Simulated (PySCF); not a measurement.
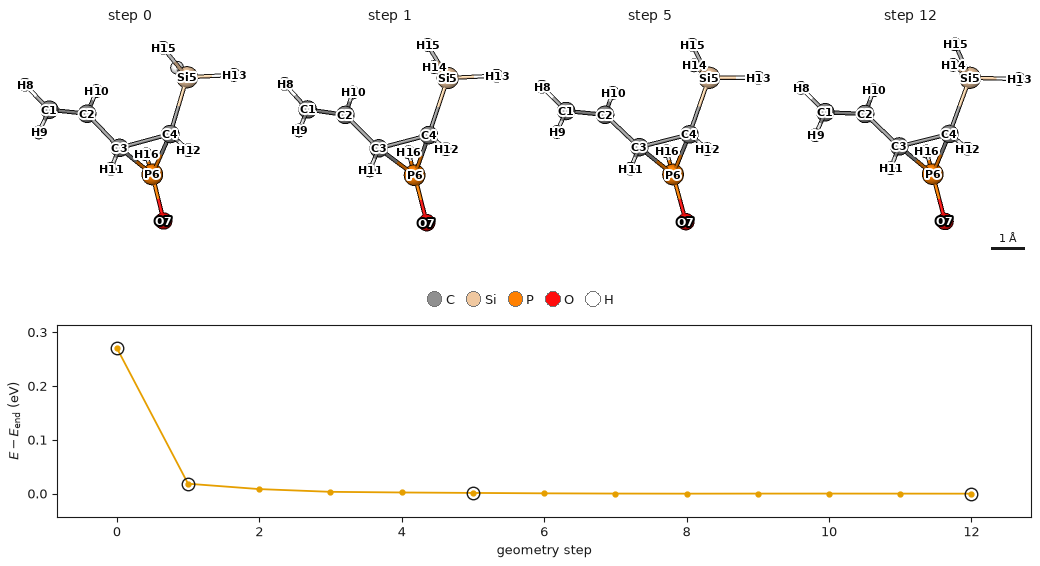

Frames of a relaxation of C4H9OPSi, marked on the history of the run. A ball-and-stick model, seen at a tilt.

The start comes from GFN2-xTB. Its atoms were then displaced at random by about 0.01 Å.

The calculation used PBE0-D3(BJ)/def2-SVP geometry optimisation, gas phase in PySCF. 

Question: What happens along the run?

Answer: After 12 geometry steps the energy has fallen by 0.271 eV. The atom that moves furthest after the best rigid fit is H15 (0.40 Å). Largest moves by element: H 0.40 Å, C 0.15 Å, Si 0.09 Å, P 0.06 Å, O 0.04 Å. Near-neighbour distances that change, for instance: Si5–H14 1.444 → 1.496 Å, Si5–H13 1.443 → 1.492 Å, P6–H16 1.372 → 1.418 Å, C1–C2 1.297 → 1.336 Å. Bond angles that change, for instance: C2–C3–C4 117.1° → 121.1°, C3–P6–O7 124.4° → 128.3°, C4–Si5–H15 107.3° → 111.2°. From step 0 to 1: H15 moves most (0.17 Å), energy −0.252 eV. From step 1 to 5: H atoms move most (0.15 Å), energy −0.017 eV. From step 5 to 12: H9 moves most (0.14 Å), energy −0.001 eV.
